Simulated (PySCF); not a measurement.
**HO₂, doublet, SMILES `O[O]`: what the electrons do**

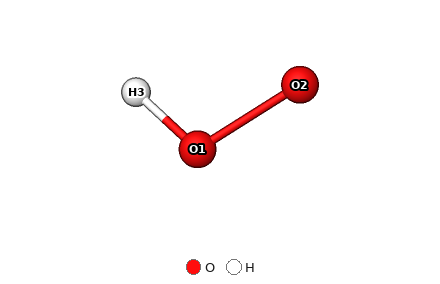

The molecule, with its atoms numbered as below. No frequency check shows the geometry to be a minimum.

Coordinates in Å:

```
O1       0.5835    0.1264    0.0000
O2      -0.7092   -0.0311    0.0000
H3       1.0054   -0.7624    0.0000
```

Part 1: Bonding charge

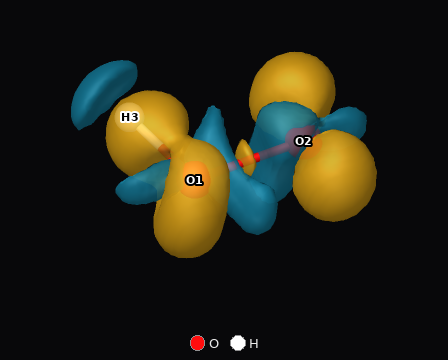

Deformation density (molecule less spherical, spin-averaged free atoms at the same positions), surfaces at ±0.08 e/Å³; yellow: gain, teal: loss.

PySCF calculation, B3LYP/cc-pVTZ, gas phase; geometry: GFN2-xTB. The stability of the open-shell solution wasn't checked. GFN2-xTB doesn't know the spin state, so this open-shell geometry is rough.

> How much density has each bond gained at its critical point, relative to the free atoms?

O1–H3: +0.88 e/Å³ at the bond critical point (bond length 0.98 Å, Mayer order 1.0). O1–O2: +0.16 e/Å³ at the bond critical point (bond length 1.30 Å, Mayer order 1.3). In all, 0.7 electrons gather in the regions of gain relative to the promolecule.

> Where do the Hirshfeld charges lie?

The highest Hirshfeld charge is on H3 (+0.19 e), the lowest on O2 (−0.12 e).

| atom | charge (e) |
| --- | --- |
| O1 | −0.07 |
| O2 | −0.12 |
| H3 | +0.19 |

Part 2: Local ionisation energy

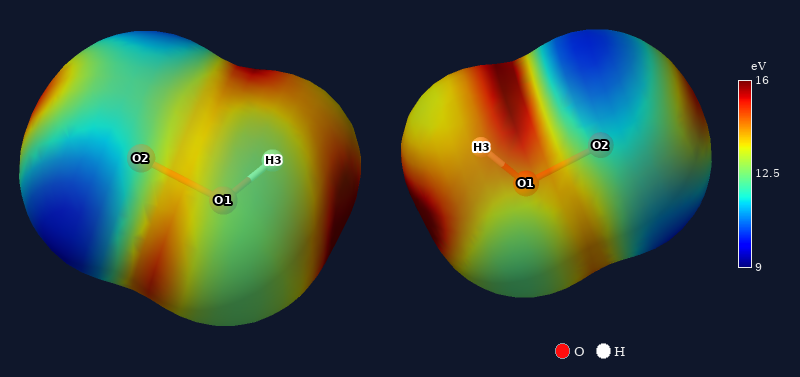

Average local ionisation energy on the surface of electron density 0.001 a.u. (back view left, front view right).

> Where are the most loosely bound electrons on this surface?

The lowest value is 9.8 eV, 1.8 Å from O2. Further minima include 10.1 eV, 1.8 Å from O2; 12.2 eV, off the molecular plane, over O1 (1.8 Å), and at like points elsewhere; 13.3 eV, 1.2 Å from H3. For comparison, the highest occupied orbital lies at −7.6 eV.

Part 3: Spin density

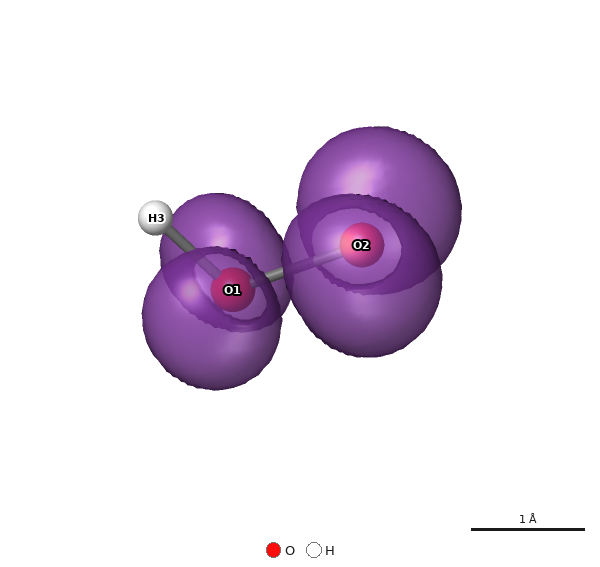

Spin density ρα − ρβ at ±0.03 e/Å³ (purple: excess α, green: excess β).

> Give the atomic spin populations that go with this picture.

Hirshfeld spin populations: O2 +0.70 and O1 +0.29. ⟨S²⟩ = 0.75, as for a pure state.

Part 4: In an electric field

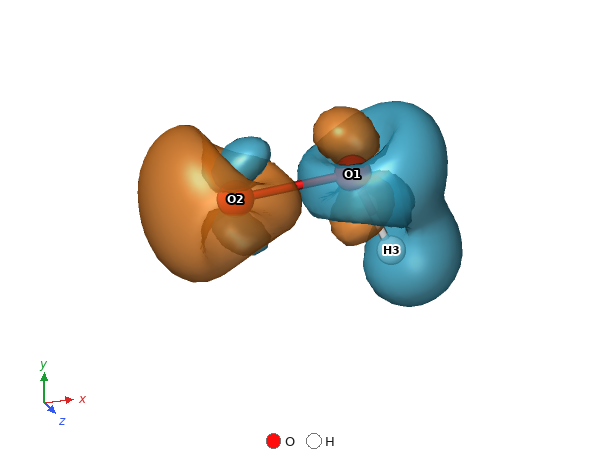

Change of the electron density in a uniform field of 0.51 V/Å, surfaces at ±0.005 e/Å³ (light blue: gain, orange: loss).

PySCF calculation, BLYP/def2-SVPD, gas phase; geometry: GFN2-xTB. The stability of the open-shell solution wasn't checked. GFN2-xTB doesn't know the spin state, so this open-shell geometry is rough.

> Along which Cartesian direction does the field point?

Along −x: electrons gather on the +x side, against the field.

> What dipole is induced, and what polarisability does it imply?

The induced dipole is 0.49 D (along the field); α along this axis, from the fields in both directions, is 19 bohr³ (2.8 Å³).

> Which atoms gain and lose the most charge?

Electrons gather most on O1 (Hirshfeld charge changes by −0.022 e) and leave O2 most (+0.038 e); 0.051 electrons are displaced in all.

Part 5: Removing or adding an electron

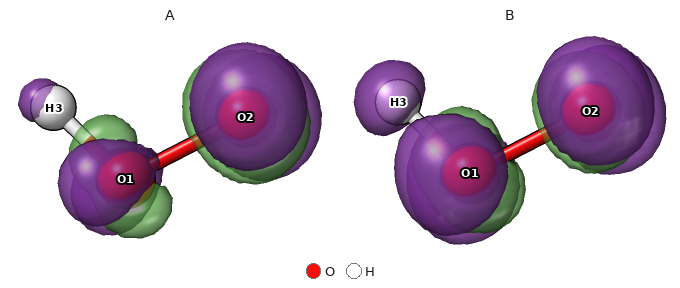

The two Fukui functions at ±0.08 e/Å³ (purple positive, green negative).

PySCF calculation, TPSSh/aug-cc-pVDZ, gas phase; geometry: GFN2-xTB. GFN2-xTB doesn't know the spin state, so this open-shell geometry is rough.

> Which panel is f⁻ (electron removed) and which f⁺ (electron added)?

A is f⁺, B is f⁻. f⁻ (Hirshfeld-condensed) is largest on O2 (0.48) and O1 (0.38); the vertical ionisation energy is 12.17 eV (to the singlet cation, which needn't be its lowest state). f⁺ (Hirshfeld-condensed) is largest on O2 (0.56); the vertical electron affinity is 0.18 eV (to the singlet anion, which needn't be its lowest state; the anion's highest orbital has positive energy, so this value and f⁺ depend on the basis).

The PySCF runs shown took 2.9 s, 4.5 s and 6.4 s on 1 thread of Intel(R) Xeon(R) 6975P-C (Granite Rapids), on a shared host.
